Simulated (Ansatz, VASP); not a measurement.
# SnTe2 in two plane-wave programs, part 2 of 2

One calculation is typed for both programs; each brings its own data sets. How far apart do they land? The cell is generated by rule, not measured, and may not be a known phase. The cell is taken from a series of VASP runs on this material, whose earlier steps may have relaxed, scaled or displaced it; both programs get it as it stands. Valence electrons are named where the data sets of a main pair hold unlike numbers.

VASP 6.6.1 and Ansatz 0.2.0.

So far: The structure; Ansatz: band structure, PBE, spin-orbit coupling; VASP: band structure, PBE, spin-orbit coupling.

## 3. VASP: band structure, PBE, spin-orbit coupling (continued)

Level of this step: PBE, spin-orbit coupling; plane waves and PAW (Sn_d, Te); invented cell (VASP).

Numbers of over 12 decimals in the logs are rounded to 6 here.

OUTCAR, selected parts (step 3):

```text
ion  position               nearest neighbor table
   1  0.000  0.000  0.000-   3 3.29   3 3.29   3 3.29   2 3.29   3 3.29   2 3.29   2 3.29   2 3.29

  LATTYP: Found a face centered cubic cell.
 ALAT       =     7.5896200000

 Subroutine GETGRP returns: Found 48 space group operations
 (whereof 48 operations were pure point group operations)

The static configuration has the point symmetry O_h .

 Found     16 irreducible k-points:

   k-points           NKPTS =     16   k-points in BZ     NKDIM =     16   number of bands    NBANDS=     38

   dimension x,y,z NGX =    36 NGY =   36 NGZ =   36
   dimension x,y,z NGXF=    72 NGYF=   72 NGZF=   72

   ENCUT  =  400.0 eV  29.40 Ry    5.42 a.u.   8.75  8.75  8.75*2*pi/ulx,y,z

   NELECT =      26.0000    total number of electrons

 k-points in reciprocal lattice and weights: Automatic mesh
   0.00000000  0.00000000  0.00000000       0.005
   0.16666667  0.00000000  0.00000000       0.037
   0.33333333  0.00000000  0.00000000       0.037
   0.50000000  0.00000000  0.00000000       0.019
   0.16666667  0.16666667  0.00000000       0.028
   0.33333333  0.16666667  0.00000000       0.111
   0.50000000  0.16666667  0.00000000       0.111
  -0.33333333  0.16666667  0.00000000       0.111
  -0.16666667  0.16666667  0.00000000       0.056
[...]
-0.33333333  0.33333333  0.16666667       0.111
  -0.33333333  0.50000000  0.16666667       0.056

 average (electrostatic) potential at core
       1-102.2392       2 -89.5606       3 -89.5606

 E-fermi :   4.8030

 k-point     1 :       0.0000    0.0000    0.0000
  band No.  band energies     occupation
    ...
     24       3.0132      1.00000
     25       3.7141      1.00000
     26       3.7141      1.00000
     27       3.7141      1.00000
     28       3.7141      1.00000
     29       6.0057      0.00000
     30       6.0057      0.00000
     31       6.5888      0.00000
     32       6.5888      0.00000
     33       6.5888      0.00000
    ...

 k-point     2 :       0.1667    0.0000    0.0000
  band No.  band energies     occupation
    ...
     24       3.1334      1.00000
     25       3.6606      1.00000
     26       3.6606      1.00000
     27       4.5073      1.00000
     28       4.5073      1.00000
     29       6.2805      0.00000
     30       6.2805      0.00000
     31       6.6720      0.00000
     32       6.6720      0.00000
     33       6.7652      0.00000
    ...

 k-point     3 :       0.3333    0.0000    0.0000
  band No.  band energies     occupation
    ...
     22       2.3787      1.00000
     23       2.9313      1.00000
     24       2.9313      1.00000
     25       3.4378      1.00000
     26       3.4378      1.00000
     27       5.1038      0.00000
     28       5.1038      0.00000
     29       7.0682      0.00000
     30       7.0682      0.00000
     31       7.4646      0.00000
    ...

  Total       -1.1501294     -1.1501294     -1.1501294      0.0000000      0.0000000      0.0000000
  in kB      -16.8599851    -16.8599851    -16.8599851      0.0000000      0.0000000      0.0000000
  external PRESSURE =     -16.8599851 kB  Pullay stress =       0.0000000 kB

  energy-cutoff  :      400.00
  volume of cell :      109.29
      direct lattice vectors                 reciprocal lattice vectors
     0.000000000  3.794810000  3.794810000    -0.131758902  0.131758902  0.131758902
     3.794810000  0.000000000  3.794810000     0.131758902 -0.131758902  0.131758902
     3.794810000  3.794810000  0.000000000     0.131758902  0.131758902 -0.131758902

 POSITION                                       TOTAL-FORCE (eV/Angst)
 -----------------------------------------------------------------------------------
      0.00000      0.00000      0.00000        -0.000000     -0.000000     -0.000000
      1.89741      1.89741      1.89741         0.000000      0.000000     -0.000000
      5.69222      5.69222      5.69222        -0.000000     -0.000000      0.000000
 -----------------------------------------------------------------------------------
    total drift:                                0.000000      0.000000      0.000000

  FREE ENERGIE OF THE ION-ELECTRON SYSTEM (eV)
  ---------------------------------------------------
  free  energy   TOTEN  =       -10.0697121682 eV

  energy  without entropy=      -10.0682213286  energy(sigma->0) =      -10.06896675

 Spin-Orbit-Coupling matrix elements
 Ion:    1  E_soc:     -0.0841811
 Ion:    2  E_soc:     -0.3074107
 Ion:    3  E_soc:     -0.3074107

 total charge
# of ion       s       p       d       tot
------------------------------------------
    1        1.355   0.694   9.981  12.031
    2        1.413   1.840   0.021   3.274
    3        1.413   1.840   0.021   3.274
--------------------------------------------------
tot          4.182   4.374  10.024  18.579

 magnetization (x)
# of ion       s       p       d       tot
------------------------------------------
    1        0.000   0.000   0.000   0.000
    2       -0.000  -0.000  -0.000  -0.000
    3       -0.000  -0.000  -0.000  -0.000
--------------------------------------------------
tot         -0.000  -0.000  -0.000  -0.000

 magnetization (y)
# of ion       s       p       d       tot
------------------------------------------
    1        0.000   0.000  -0.000   0.000
    2        0.000   0.000  -0.000  -0.000
    3        0.000   0.000  -0.000  -0.000
--------------------------------------------------
tot          0.000   0.000  -0.000  -0.000

 magnetization (z)
# of ion       s       p       d       tot
------------------------------------------
    1        0.000  -0.000  -0.000  -0.000
    2        0.000   0.000   0.000   0.000
    3        0.000   0.000   0.000   0.000
--------------------------------------------------
tot          0.000   0.000  -0.000   0.000

[... 3 further parts left out ...]
```

The k-mesh is coarse for a metal.

The run ends at a pressure of -1.69 GPa.

## 4. Side by side

Known differences besides the potentials themselves: spin-orbit coupling enters by fully relativistic files in Ansatz and inside the spheres in VASP; the data sets hold 46 valence electrons in Ansatz (on its fully relativistic PAW (standard-fr) files) and 26 in VASP; the cutoff is 420 eV in Ansatz and 400 eV in VASP. Total energies have different zeros and are not compared.

The two programs side by side:

| quantity | Ansatz | VASP | difference |
| --- | --- | --- | --- |
| pressure (GPa) | -1.65 | -1.69 | +0.04 |

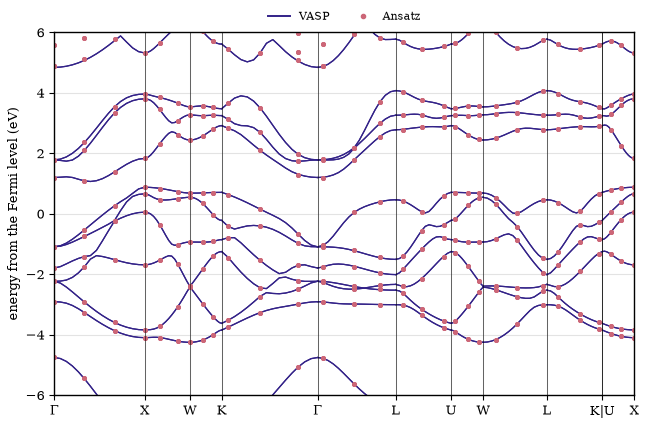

Bands from VASP (lines) and levels from Ansatz (dots). Dots without a line are higher empty bands that the VASP plot leaves out.

Levels from 3 eV below to 2 eV above the Fermi level differ by 6 meV r.m.s. and 16 meV at most; each VASP level is matched to the nearest of Ansatz, which flatters the figure a little. Ansatz's pressure holds a Pulay correction of 0.02 GPa; VASP's holds none.

## 5. What came out

| Item | Value |
| --- | --- |
| r.m.s. difference of levels near the Fermi level (band structure, PBE, spin-orbit coupling) | 6.0 meV |

The r.m.s. difference of levels near the Fermi level is 6.0 meV (band structure, PBE, spin-orbit coupling), within the 80 meV picked in this series as the mark of a large difference. The data sets hold unlike numbers of valence electrons (46 in Ansatz and 26 in VASP), so part of the differences comes from the potentials. How closely two codes agree says nothing of how well the functional describes the real material.

[Lines on the potential files, build, host, timing and source positions are cut from VASP's logs without a mark.]

[Logs are printed without paths, hosts, clocks, repeated set-up lines and the standing remarks that a program may print on its own settings, such as how far it seeks lower states.]

[Hosts, paths, dates, database ids (printed as entryN), source tags and the programs' standing remarks are cut or masked in the printed files.]
